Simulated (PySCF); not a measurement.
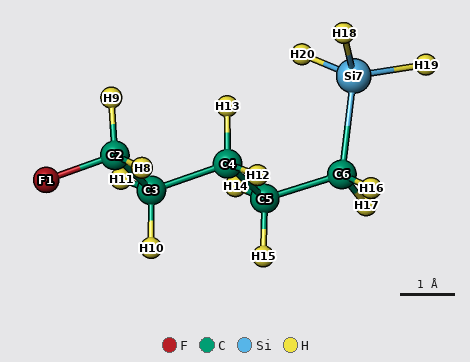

**Figure 1.** The input geometry (ball-and-stick view, seen at a tilt; atoms are numbered from 1 in the order of the input). Bond lengths as drawn: C–C 1.52 to 1.53 Å, C–F 1.38 Å, C–H 1.09 to 1.10 Å, C–Si 1.90 Å and H–Si 1.46 to 1.47 Å.

**Single-point calculation, with input and output: C5H13FSi**

System: C5H13FSi, SMILES FCCCCC[SiH3].
Method: BP86/def2-SVP single-point energy, IEF-PCM tetrahydrofuran (PySCF 2.14.0).

The geometry comes from this level: GFN2-xTB.

### What the program printed
```
coarse grid: 16200 points
cycle   1  E = -587.1723514777  dE =  2.221e-01  |g| = 6.650e-01  |ddm| = 4.278e+00
cycle   2  E = -587.0353543506  dE =  1.370e-01  |g| = 1.037e+00  |ddm| = 2.033e+00
cycle   3  E = -587.2758952348  dE = -2.405e-01  |g| = 8.825e-02  |ddm| = 1.297e+00
cycle   4  E = -587.2774286870  dE = -1.533e-03  |g| = 4.418e-02  |ddm| = 1.267e-01
cycle   5  E = -587.2778871083  dE = -4.584e-04  |g| = 7.482e-03  |ddm| = 4.920e-02
cycle   6  E = -587.2778987276  dE = -1.162e-05  |g| = 3.725e-03  |ddm| = 1.316e-02
cycle   7  E = -587.2779015176  dE = -2.790e-06  |g| = 4.151e-04  |ddm| = 4.684e-03
final grid: 149408 points
cycle   8  E = -587.3850299800  dE = -5.431e-05  |g| = 6.153e-03  |ddm| = 4.122e-02
cycle   9  E = -587.3850152291  dE =  1.475e-05  |g| = 9.601e-03  |ddm| = 1.611e-02
cycle  10  E = -587.3850396230  dE = -2.439e-05  |g| = 9.636e-04  |ddm| = 1.073e-02
cycle  11  E = -587.3850397728  dE = -1.498e-07  |g| = 1.996e-04  |ddm| = 1.471e-03
cycle  12  E = -587.3850397794  dE = -6.569e-09  |g| = 4.839e-05  |ddm| = 2.213e-04
cycle  13  E = -587.3850397799  dE = -5.068e-10  |g| = 1.667e-05  |ddm| = 5.789e-05
```

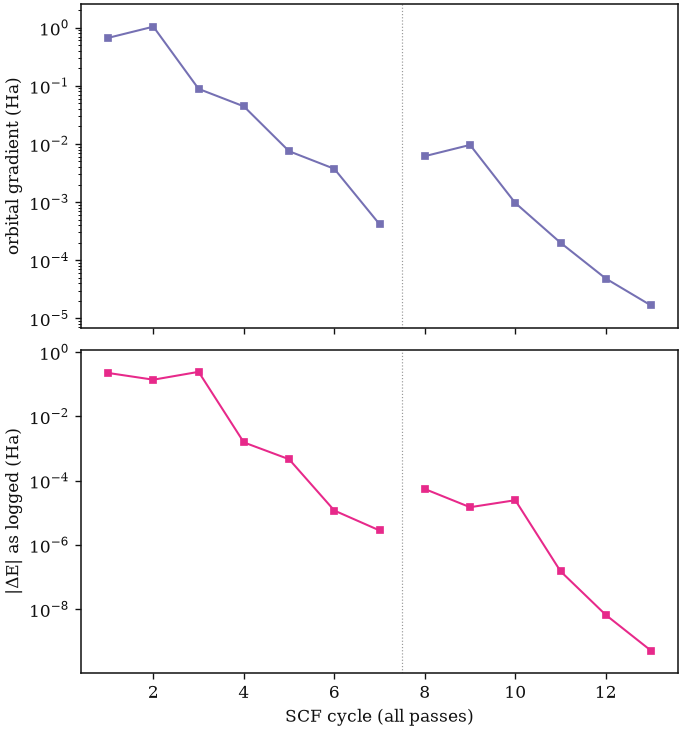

**Figure 2.** Convergence of the self-consistent field: orbital gradient and size of the energy change against the SCF cycle. The dotted line marks the change from a coarse to the final integration grid. The first 7 cycles use a coarse grid, the final grid takes over at cycle 8, and the field converges after 13 cycles in all.

```
converged SCF energy = -587.3850397799
```

The run was set up as follows.

### The input
```
{"job": {"xc": "BP86", "basis": "def2-SVP", "solvent": "tetrahydrofuran", "kind": "sp"}, "charge": 0, "multiplicity": 1}
F     -4.043880     0.747343    -0.365404
C     -2.821265     0.906443     0.243881
C     -1.845318    -0.155346    -0.239972
C     -0.479058     0.003533     0.421386
C      0.507749    -1.057862    -0.055581
C      1.869696    -0.943069     0.626230
Si     2.814250     0.670002     0.261996
H     -2.997682     0.831088     1.322125
H     -2.476088     1.915211    -0.006127
H     -2.257513    -1.141513    -0.015342
H     -1.744831    -0.074532    -1.324381
H     -0.589445    -0.069024     1.506280
H     -0.080696     0.994758     0.194043
H      0.635464    -0.969076    -1.136978
H      0.084573    -2.047453     0.142830
H      1.736862    -1.055685     1.704384
H      2.483686    -1.787749     0.306048
H      2.264974     1.784514     1.038880
H      4.217826     0.482223     0.633224
H      2.715549     0.976873    -1.166779
```

The first line tells a small driver script what to run in PySCF; the rest is the geometry in Å.

Command:
```bash
OMP_NUM_THREADS=1 python <driver script> task.json out
```

### Summary

```json
{"quantity": "outcome", "value": "converged"}
{"quantity": "total energy", "value": "−587.385040 hartree"}
{"quantity": "HOMO", "value": "−7.07 eV"}
{"quantity": "LUMO", "value": "0.42 eV"}
{"quantity": "dipole moment", "value": "1.71 D"}
{"quantity": "hardware", "value": "1 CPU thread, shared host"}
{"quantity": "wall time", "value": "9.7 s"}
{"quantity": "peak memory", "value": "0.63 GiB"}
```
